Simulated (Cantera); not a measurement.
A closed system holds: 1 mol borazine, 0.13 mol H2O, 44 mol H2, equilibrated at 0.133 bar.

Equilibrium computed with Cantera from the NASA thermochemical tables; the gas is ideal and each condensed phase is pure. Candidate condensed phases: B, BN, B2O3, B3O3H3, H2O; 39 gas species. The feed counts by its element totals alone. Mutual solubility and eutectic melting of coexisting phases are not modelled. Rates play no part.

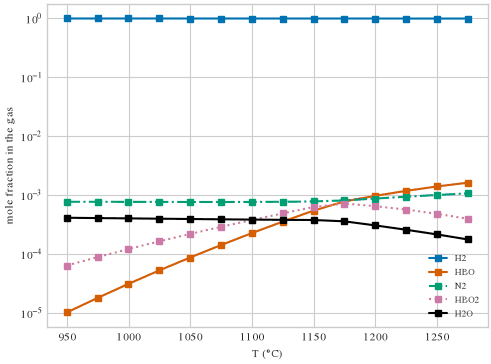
Figure. Equilibrium gas composition (values under 1e-9 drawn at 1e-9)

Task: Read off the mole fractions at 950 °C.

Result: H2 about 1.00, N2 about 0.00077, H2O about 0.00041, HBO2 about 6.4e-5, HBO about 1.0e-5.
